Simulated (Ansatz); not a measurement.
# InHCl (SMILES [Cl][InH]) at USVWN5/def2-TZVPP (core potential)

What is the electronic atomisation energy of InHCl at USVWN5/def2-TZVPP (core potential)? 

The results are computed with Ansatz 0.2.0.

38 further runs of the same task are left out: 38 set aside as unsound or not needed.

## (1) Starting point

InHCl: 3 atoms, total charge 0, spin state doublet. As SMILES, `[Cl][InH]`. The coordinates come from a PBE0-D4/def2-TZVP relaxation.

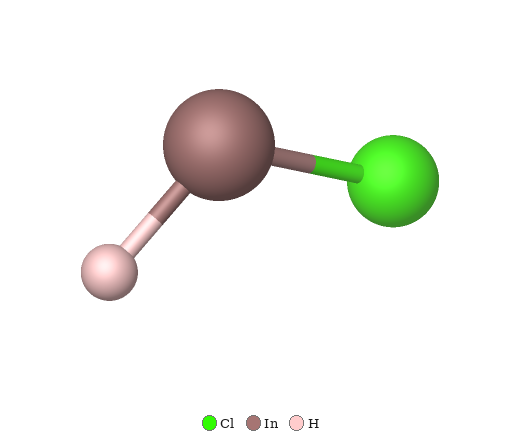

The structure, seen from a chosen angle (chlorine green, indium brown, hydrogen pink).

## (2) A single-point energy at USVWN5/def2-TZVPP (core potential)

Contents of molecule.yaml:

```yaml
basis:
  gaussian:
    orbitals: def2-TZVPP
crystal:
  periodic: [false, false, false]
  atoms:
    - {symbol: Cl, position_ang: [-1.649800, 0.396800, -0.867400]}
    - {symbol: In, position_ang: [0.409500, 0.542400, 0.286100]}
    - {symbol: H, position_ang: [1.229400, -1.003900, 0.568100]}
magnetization:
  spin_polarized: true
  initial_magnetization: 1
accuracy: high
hamiltonian:
  xc: {name: SVWN5}
output: {orbitals: {seedname: orbitals}}
```

Command:

```console
$ ansatz run molecule.yaml --threads 1 --pin off --max-ram 3480MiB --events-out events.jsonl --progress --plain --runs-dir runs
```

What it wrote:

```text
Warning: RAYON_NUM_THREADS=1 ignored (pool sized by the plan → 1); use --threads N
Functional definition: SVWN5
  name "SVWN5"
  exchange = slater_x
  correlation = vwn5_c
1766 factors; integrals over basis functions are off by at most 3.3e-9 eV
mean field evaluation 1: about -17662.9120 eV, gradient 1.8e1 eV
mean field evaluation 2: about -17654.7525 eV, gradient 4.2e1 eV
mean field evaluation 4: about -17664.5010 eV, gradient 3.0e0 eV
mean field evaluation 8: about -17664.5463 eV, gradient 6.3e-2 eV
mean field evaluation 16: about -17664.5463 eV, gradient 3.2e-5 eV
mean field -17664.54633896 eV, -649.1601044971 hartree, gradient 3.2e-8 eV, S^2 0.752368; 0 other end points of the search recorded, 0 dependent functions left out
reference -17664.54634284 eV, -649.1601046398 hartree; 20, 19 occupied and 86, 87 virtual orbitals, 1766 factors
Total energy: -17664.54634284 eV, -649.1601046398 hartree
```

It took 5.1 s on 1 thread of Arm Neoverse V2, shared host; peak memory 0.26 GiB.

## (3) The Cl atom

Contents of in.yaml:

```yaml
crystal:
  periodic: [false, false, false]
  atoms:
    - symbol: Cl
      position_ang: [0.000000, 0.000000, 0.000000]
basis:
  gaussian:
    orbitals: def2-TZVPP
magnetization:
  spin_polarized: true
  initial_magnetization: 1
hamiltonian:
  xc: {name: SVWN5}
accuracy: high
```

Command:

```console
$ ansatz run in.yaml --threads 1 --pin off --max-ram 3480MiB --events-out events.jsonl --progress --plain --runs-dir runs
```

What it wrote:

```text
Warning: RAYON_NUM_THREADS=1 ignored (pool sized by the plan → 1); use --threads N
[... 4 set-up lines as earlier in the session ...]
413 factors; integrals over basis functions are off by at most 2.9e-9 eV
mean field evaluation 1: about -12480.3844 eV, gradient 5.0e0 eV
mean field evaluation 2: about -12480.2144 eV, gradient 8.2e0 eV
mean field evaluation 4: about -12480.3978 eV, gradient 4.8e0 eV
mean field evaluation 8: about -12480.4233 eV, gradient 4.2e0 eV
mean field evaluation 16: about -12480.4995 eV, gradient 2.5e-8 eV
mean field evaluation 32: about -12480.3329 eV, gradient 6.7e0 eV
mean field -12480.49945821 eV, -458.6498955027 hartree, gradient 2.5e-8 eV, S^2 0.751423; 2 other end points of the search recorded, 0 dependent functions left out
reference -12480.49945968 eV, -458.6498955567 hartree; 9, 8 occupied and 33, 34 virtual orbitals, 413 factors
Total energy: -12480.49945968 eV, -458.6498955567 hartree
```

Run time: 0.76 s. Hardware: 1 thread of Arm Neoverse V2, shared host.

## (4) The H atom

Contents of input.yaml:

```yaml
crystal:
  periodic: [false, false, false]
  atoms:
    - {symbol: H, position_ang: [0.000000, 0.000000, 0.000000]}
basis:
  gaussian:
    orbitals: def2-TZVPP
accuracy: high
total_charge: 0
hamiltonian:
  xc: {name: SVWN5}
magnetization:
  spin_polarized: true
  initial_magnetization: 1
```

Run the same way, it converges to -0.47834 Eh (log not shown).

## (5) The In atom

Contents of input.yaml:

```yaml
crystal:
  periodic: [false, false, false]
  atoms:
    - symbol: In
      position_ang: [0.000000, 0.000000, 0.000000]
basis:
  gaussian: {orbitals: def2-TZVPP}
magnetization: {spin_polarized: true, initial_magnetization: 1}
hamiltonian: {xc: {name: SVWN5}}
accuracy: high
```

Command:

```console
$ ansatz run input.yaml --threads 1 --pin off --max-ram 3480MiB --events-out events.jsonl --progress --plain --runs-dir runs
```

What it wrote:

```text
Warning: RAYON_NUM_THREADS=1 ignored (pool sized by the plan → 1); use --threads N
[... 4 set-up lines as earlier in the session ...]
511 factors; integrals over basis functions are off by at most 2.5e-9 eV
mean field evaluation 1: about -5164.5028 eV, gradient 6.2e0 eV
mean field evaluation 2: about -5164.4854 eV, gradient 6.3e0 eV
mean field evaluation 4: about -5164.6201 eV, gradient 7.5e-1 eV
mean field evaluation 8: about -5164.6197 eV, gradient 8.7e-3 eV
mean field evaluation 16: about -5164.6197 eV, gradient 5.1e-5 eV
mean field evaluation 32: about -5164.6197 eV, gradient 2.5e-4 eV
mean field -5164.61971763 eV, -189.7962739179 hartree, gradient 2.7e-8 eV, S^2 0.750777; 3 other end points of the search recorded, 0 dependent functions left out
reference -5164.61971980 eV, -189.7962739978 hartree; 11, 10 occupied and 39, 40 virtual orbitals, 511 factors
Total energy: -5164.61971980 eV, -189.7962739978 hartree
```

It took 2.1 s on 1 thread of Arm Neoverse V2, shared host.

## (6) Outcome

Level: USVWN5/def2-TZVPP (core potential).

| quantity | value |
| --- | --- |
| molecule: total energy | -649.16010 Eh |
| molecule: HOMO energy (highest over α and β) | -5.40 eV |
| molecule: LUMO energy (lowest over α and β) | -4.57 eV |
| molecule: ⟨S²⟩ | 0.752 |
| Cl atom: total energy | -458.64990 Eh |
| Cl atom: ⟨S²⟩ | 0.751 |
| H atom: total energy | -0.47834 Eh |
| H atom: ⟨S²⟩ | 0.750 |
| In atom: total energy | -189.79627 Eh |
| In atom: ⟨S²⟩ | 0.751 |
| electronic atomisation energy | 6.411 eV |

**Reading.** Taking the molecule apart into free atoms costs 6.41 eV (148 kcal/mol), before zero-point energy and without spin-orbit coupling.
